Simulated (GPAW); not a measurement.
# Optical response of CoSi2, part 2 of 2

Aim: the dielectric function of CoSi2, and the optical constants that follow from it. The cell comes from an older database entry, whose edges can differ from later determinations, mostly by under a per cent.

GPAW 26.7.0; DFT, PBE, plane-wave PAW (GPAW data sets), scalar-relativistic, RPA, optical limit.

So far. Step 2 (Ground state): There are states at the Fermi level within the smearing, so the occupations stay smeared and the carriers get a Drude term.

The database entry behind the starting cell differs from later determinations by our own check (0.1 to 0.3 % short, probably kX units), so it need not match the best structure at ambient conditions.

**4. Dielectric function, RPA**

Local fields let the induced charge screen the field inside the cell, which as a rule lowers ε, most along directions where the density is uneven.

This step: DFT, PBE, plane-wave PAW (GPAW data sets), scalar-relativistic, RPA, optical limit (GPAW 26.7.0).

df.py reads:

```python
from gpaw.response.df import DielectricFunction

df = DielectricFunction('full.gpw', frequencies={'type': 'nonlinear', 'domega0': 0.03, 'omega2': 8},
                        ecut=30,
                        eta=0.1,
                        nbands=30,
                        rate=0.03,
                        txt='df.txt')
for direction in ['x']:
    df.get_dielectric_function(xc='RPA', direction=direction, filename=f'df_{direction}.csv')
```

The run is started by

```bash
> OMP_NUM_THREADS=1 python df.py
```

What it wrote:

```text
Using integrator: PointIntegrator
NonLinearFrequencyDescriptor(from 0.000 to 44.848 eV, 451 points)
Nonperiodic BCs:  [False False False]
Using integrator: PointIntegrator
NonLinearFrequencyDescriptor(from 0.000 to 44.848 eV, 451 points)
Nonperiodic BCs:  [False False False]
Using integrator: PointIntegrator

Calculating chi0 body with:
    Ground state adapter containing:
    Number of spins: 2
    Number of kpoints: 4096
    Number of irreducible kpoints: 145
    Number of completely occupied states: 6
    Number of partially occupied states: 9

    Linear response parametrization:
    q_c: [0.0, 0.0, 0.0]
    Number of frequency points: 451
    Planewave cutoff: 30.0
    Number of bands: 30
    Number of planewaves: 15
    Broadening (eta): 0.1

Integrating chi0 body.

Symmetries of q_c:
    Direct symmetries (Uq -> q): 48
    Indirect symmetries (TUq -> q): 0
In total 48 allowed symmetries.

145 groups of equivalent kpoints. 96.4599609375% reduction.

Integral kind: spectral function

Calculating chi0 optical extensions with:
    Ground state adapter containing:
    Number of spins: 2
    Number of kpoints: 4096
    Number of irreducible kpoints: 145
    Number of completely occupied states: 6
    Number of partially occupied states: 9

    Linear response parametrization:
    Number of frequency points: 451
    Planewave cutoff: 30.0
    Number of bands: 30
    Number of planewaves: 15
    Broadening (eta): 0.1
Integrating chi0 head and wings.

Symmetries of q_c:
    Direct symmetries (Uq -> q): 48
    Indirect symmetries (TUq -> q): 0
In total 48 allowed symmetries.

145 groups of equivalent kpoints. 96.4599609375% reduction.

Integral kind: spectral function wings

Calculating drude chi0 with:
    Number of frequency points:451
    Plasma frequency decay rate: 0.03 eV

    Ground state adapter containing:
    Number of spins: 2
    Number of kpoints: 4096
    Number of irreducible kpoints: 145
    Number of completely occupied states: 6
    Number of partially occupied states: 9

Symmetries of q_c:
    Direct symmetries (Uq -> q): 48
    Indirect symmetries (TUq -> q): 0
In total 48 allowed symmetries.

145 groups of equivalent kpoints. 96.4599609375% reduction.

Integral kind: intraband
Plasma frequency:
[[5.95-0.j 0.  +0.j 0.  +0.j]
 [0.  +0.j 5.95-0.j 0.  +0.j]
 [0.  +0.j 0.  +0.j 5.95-0.j]]
```

Elapsed: 29 s, on 1 thread of Arm Neoverse V1, shared host; peak memory 0.25 GiB.

This step gave:

```
main peak of the optical conductivity above 1 eV, first axis : 6.008 eV
centre of weight of the strongest loss peak in the window    : 20.29 eV
```

Some rows of df_x.csv (energy; Re and Im without local fields; Re and Im with them):

```text
0.000000, 39401.621584, -0.000000, 39401.430619, -0.000000
0.555532, -105.320261, 41.618462, -105.455973, 41.686664
1.143969, -19.440264, 7.428844, -19.654525, 7.383664
1.768324, 1.672166, 4.989151, 1.475731, 4.909689
2.431988, 9.995834, 8.810692, 9.901760, 8.703778
3.138794, 2.611101, 11.310655, 2.502476, 11.316588
3.893091, 5.641935, 10.459988, 5.372312, 10.214981
4.699832, 5.792428, 10.329865, 5.555062, 10.162828
5.564682, -0.640900, 17.711023, -0.468210, 17.479414
6.494155, -8.014495, 10.381491, -8.072983, 10.572714
7.495775, -5.621836, 6.468621, -5.571767, 6.261567
8.578281, -4.654697, 3.992952, -4.506397, 3.894103
9.751884, -3.296984, 2.531978, -3.178910, 2.424017
11.028587, -2.362491, 1.614254, -2.262866, 1.610665
12.422601, -1.768532, 1.002496, -1.709664, 1.000054
13.950874, -1.141705, 0.633401, -1.095432, 0.638039
15.633783, -0.664423, 0.489391, -0.632901, 0.495728
17.496047, -0.348762, 0.303096, -0.322362, 0.301803
19.567954, -0.080815, 0.251674, -0.051530, 0.270483
21.887015, 0.142795, 0.216667, 0.161101, 0.207048
24.500258, 0.290142, 0.150602, 0.324373, 0.146136
```

The Im ε, E ∥ x has structure finer than the step of the table below, so its rows give means over 2 eV, whole bins alone (the curve runs from 0.305 to 26.3 eV). Peaks (eV: height): 2.9: 14.5, 4.2: 12.1, 5.4: 19.4.

The Im ε, E ∥ x by photon energy; means over each step:

| photon energy (eV) | Im ε, E ∥ x |
| --- | --- |
| 2 | 8.08 |
| 4 | 10.5 |
| 6 | 13.9 |
| 8 | 5.25 |
| 10 | 2.19 |
| 12 | 1.21 |
| 14 | 0.651 |
| 16 | 0.443 |
| 18 | 0.295 |
| 20 | 0.245 |
| 22 | 0.200 |
| 24 | 0.155 |

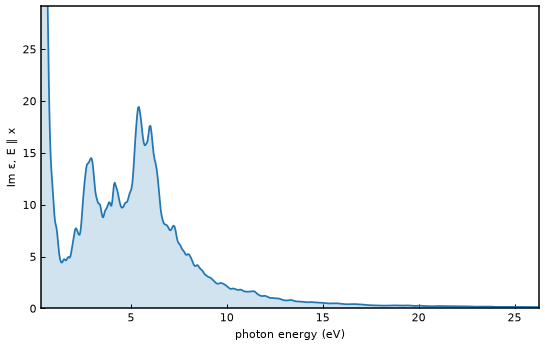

Im ε, E ∥ x, plotted against photon energy. Below 1 eV the curve runs off the scale.

Re ε, E ∥ x against photon energy:

| photon energy (eV) | Re ε, E ∥ x |
| --- | --- |
| 2 | 5.48 |
| 4 | 6.10 |
| 6 | -2.92 |
| 8 | -4.85 |
| 10 | -3.12 |
| 12 | -1.94 |
| 14 | -1.08 |
| 16 | -0.597 |
| 18 | -0.228 |
| 20 | 0.0146 |
| 22 | 0.166 |
| 24 | 0.283 |
| 26 | 0.388 |

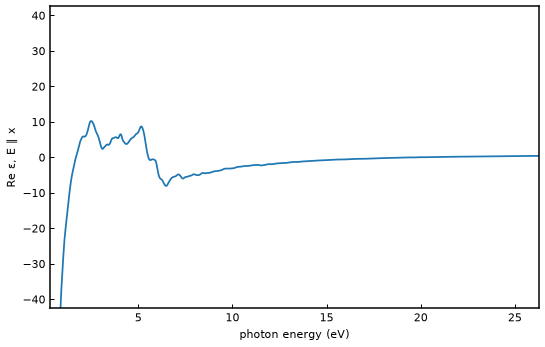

Re ε, E ∥ x, plotted against photon energy. Below 1 eV the curve runs off the scale.

The loss function −Im 1/ε at q → 0, E ∥ x by energy loss; read off at these points:

| energy loss (eV) | loss function −Im 1/ε at q → 0, E ∥ x |
| --- | --- |
| 1.0 | 0.00982 |
| 2.0 | 0.0897 |
| 3.0 | 0.0677 |
| 4.0 | 0.0727 |
| 5.0 | 0.0631 |
| 6.0 | 0.0553 |
| 7.0 | 0.0888 |
| 8.0 | 0.103 |
| 9.0 | 0.120 |
| 10.0 | 0.150 |
| 11.0 | 0.206 |
| 12.0 | 0.230 |
| 13.0 | 0.279 |
| 14.0 | 0.403 |
| 15.0 | 0.570 |
| 16.0 | 0.800 |
| 17.0 | 1.22 |
| 18.0 | 2.16 |
| 19.0 | 3.29 |
| 19.8 | 4.21 |
| 20.0 | 3.91 |
| 20.6 | 4.45 |
| 21.0 | 3.52 |
| 22.0 | 2.96 |
| 23.0 | 1.96 |
| 24.0 | 1.46 |
| 25.0 | 0.986 |
| 26.0 | 0.728 |

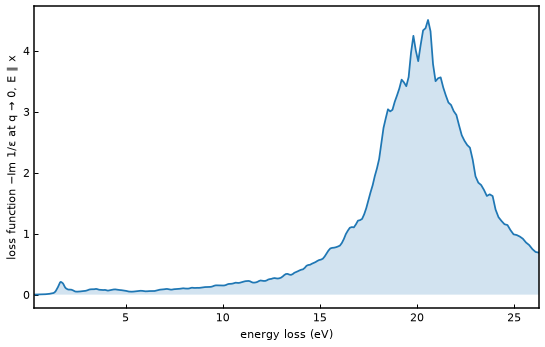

Loss function −Im 1/ε at q → 0, E ∥ x against energy loss.

Table of refractive index n and extinction k by photon energy:

| photon energy (eV) | n | k |
| --- | --- | --- |
| 2 | 2.65 | 1.25 |
| 4 | 2.99 | 1.68 |
| 6 | 2.73 | 3.22 |
| 8 | 1.07 | 2.45 |
| 10 | 0.575 | 1.86 |
| 12 | 0.412 | 1.45 |
| 14 | 0.293 | 1.08 |
| 16 | 0.268 | 0.818 |
| 18 | 0.255 | 0.541 |
| 20 | 0.367 | 0.347 |
| 22 | 0.462 | 0.218 |
| 24 | 0.548 | 0.135 |
| 26 | 0.630 | 0.0953 |

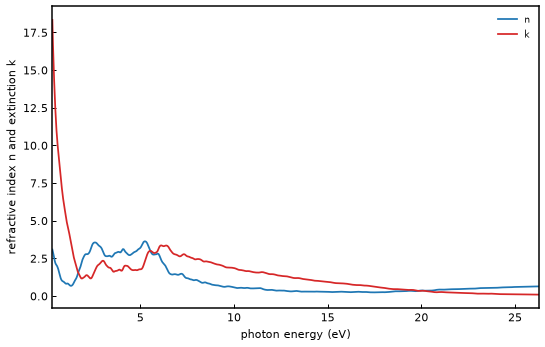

Refractive index n and extinction k against photon energy.

The Im ε, E ∥ x has structure finer than the step of the table below, so its rows give means over 2 eV, whole bins alone (the curve runs from 0.305 to 26.3 eV). Peaks (eV: height): without local fields 2.9: 14.5, 4.2: 12.3, 5.4: 19.9; with local fields 2.9: 14.5, 4.2: 12.1, 5.4: 19.4.

The Im ε, E ∥ x by photon energy; means over each step:

| photon energy (eV) | without local fields | with local fields |
| --- | --- | --- |
| 2 | 8.16 | 8.08 |
| 4 | 10.6 | 10.5 |
| 6 | 14.1 | 13.9 |
| 8 | 5.43 | 5.25 |
| 10 | 2.26 | 2.19 |
| 12 | 1.22 | 1.21 |
| 14 | 0.648 | 0.651 |
| 16 | 0.440 | 0.443 |
| 18 | 0.297 | 0.295 |
| 20 | 0.236 | 0.245 |
| 22 | 0.213 | 0.200 |
| 24 | 0.160 | 0.155 |

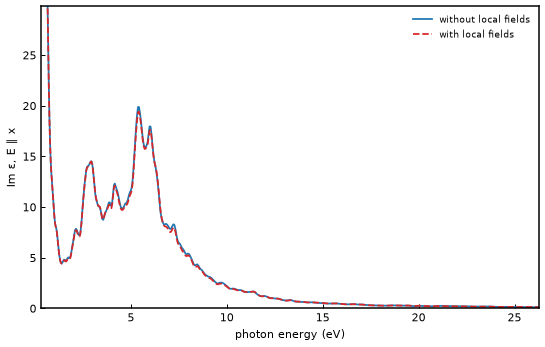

Im ε, E ∥ x against photon energy. Below 1 eV the curve runs off the scale.

From ε follow the optical constants at some laser and lamp lines:

| wavelength (nm) | n | k | R (%) | 1/α |
| --- | --- | --- | --- | --- |
| 1550 | 1.05 | 7.289 | 92.7 | 17 nm |
| 1064 | 0.79 | 4.391 | 85.9 | 19 nm |
| 800 | 1.12 | 2.111 | 50.0 | 30 nm |
| 532 | 3.05 | 1.175 | 31.4 | 36 nm |
| 405 | 2.79 | 2.302 | 43.2 | 14 nm |
| 365 | 2.65 | 1.868 | 37.0 | 16 nm |
| 193 | 1.80 | 3.340 | 62.1 | 4.6 nm |

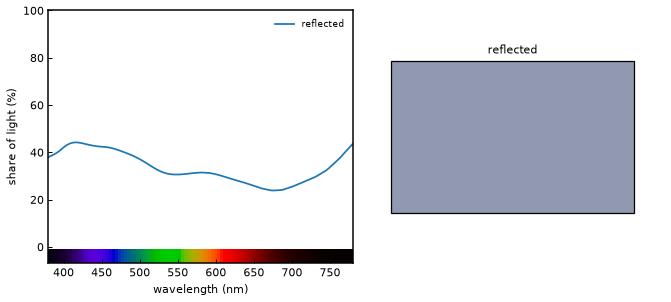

Light reflected across the visible range, with the colour that it makes of daylight (sRGB).

A polished face would reflect 32 % of daylight and look faintly blue (CIE x = 0.285, y = 0.295 under D65).

**5. Summary of results**

```
main peak of the optical conductivity above 1 eV, first axis          : 6.01 eV
centre of weight of the strongest loss peak in the window, first axis : 20.3 eV
```

In words: At this level (PBE, RPA) CoSi2 is a metal; it reflects 31 % at 550 nm. A polished face would reflect 32 % of daylight and look faintly blue (CIE x = 0.285, y = 0.295 under D65). The carriers' damping of 0.03 eV is typed, not computed; it shapes the response at the lowest energies. The magnetic state comes from one start and need not be the lowest. The sum runs over mesh points, so small or evenly spaced maxima can still be ripples of the mesh. The curves end at 26 eV, about where the summed bands run out. In this version of GPAW the matrix elements of the optical limit are incomplete, which can lower ε − 1 by up to a tenth where first-row anions or d states rule, and shift it by more in d metals. GPAW's carrier term has the form −ωp²/(ω + i·rate)², which damps like twice the rate and fails at low energy, so the curves leave the lowest energies out.

[Machine, clock and banner lines and Python warnings are left out of the logs.]

[Logs are printed without paths, hosts, clocks, repeated set-up lines and the standing remarks that a program may print on its own settings, such as how far it seeks lower states.]

[Hosts, paths, dates, database ids (printed as entryN), source tags and the programs' standing remarks are cut or masked in the printed files.]
